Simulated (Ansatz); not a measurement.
# GaH5O3S (SMILES [OH][Ga-]([OH])([OH])[SH2+]): what the fields show

```xyz
10

Ga   -0.3399   -0.3795    0.2446
O    -2.1164   -0.3411    0.4427
O     0.6576    0.0145    1.6977
O     0.4921   -1.3646   -1.0124
S     0.4068    1.9562   -0.6563
H    -2.6054   -0.3511   -0.3852
H     1.2329   -0.7063    1.9720
H    -0.0767   -1.9906   -1.4701
H     1.0732    1.8175    0.5219
H     1.3591    1.2938   -1.3517
```

Geometry: PBE0-D4/def2-SVP.

The calculation used isolated molecule in a Gaussian basis; Kohn-Sham density functional theory, functional PBE0 in Ansatz 0.2.0.

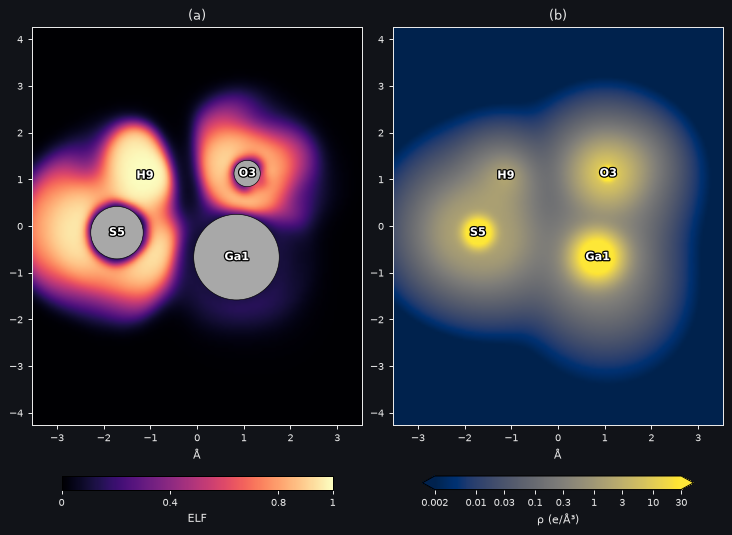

Figure 1. (a) electron localisation function; (b) total electron density on the plane of atoms O3, Ga1 and S5. Grey discs cover the atomic cores in the ELF map.

Interpret the plot.

Answer. The plane passes through Ga, O, S and H nuclei.
Ga–O (1.81 Å): ρ is about 0.84 e/Å³ halfway; the ELF peaks at about 0.85 in the valence shell of O, 0.6 Å from its nucleus, and is about 0.25 at the midpoint.
Ga–S (2.61 Å): the density is about 0.31 e/Å³ at the midpoint, with its minimum of 0.27 e/Å³ about 1.1 Å from Ga; the ELF peaks at about 0.90 in the valence shell of S, 0.9 Å from its nucleus, and is about 0.55 at the midpoint.
S–H (1.36 Å): ρ at the midpoint is about 1.5 e/Å³; the ELF climbs to about 1 towards the hydrogen, as it does in any bond to H.
The ELF also peaks beside S5 and O3, away from the bonds: lone-pair regions.

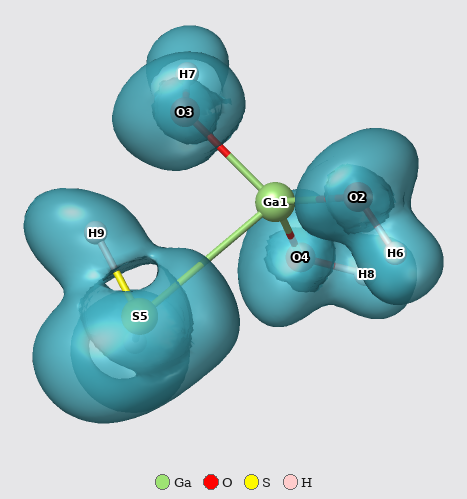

Figure 2. Isosurface of the electron localisation function at 0.75 (cyan), seen across its widest extent. Only the valence region is drawn (cores and ρ < 0.01 e/Å³ removed).

Describe the localisation domains.

Answer. The ELF exceeds this value in three joined regions spread over several atoms (H, O), in which their bonds and any lone pairs are merged and one joined region spread over several atoms (H, S), in which their bonds and any lone pairs are merged. Along the contacts the grid gives the following. Ga–O (1.79 Å): the ELF peaks at about 0.85 in the valence shell of O, 0.6 Å from its nucleus, and is about 0.20 at the midpoint.

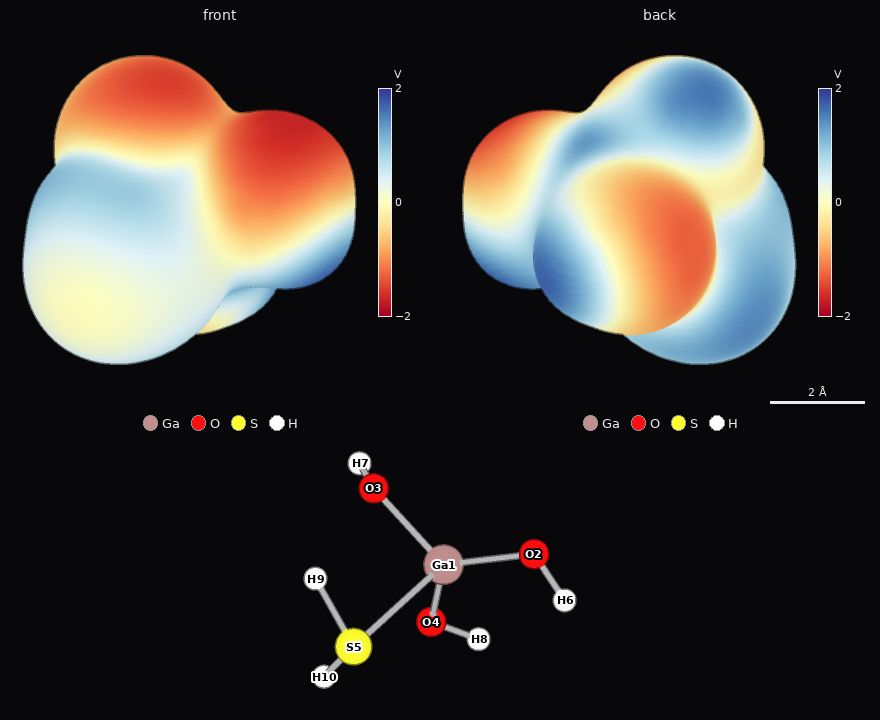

Figure 3. The molecular electrostatic potential painted on the density surface at 0.001 e/bohr³, seen from the front and from behind; red is negative and blue positive. The bare structure is drawn below in the same view.

Where is the surface potential most negative and most positive?

Answer. The most negative region (about −1.7 V) lies over O2, the most positive (about +1.7 V) over H6 and H8. O2 is the likeliest acceptor of a hydrogen bond.

How polar is the molecule by this calculation?

Answer. Its dipole moment is 2.56 D.
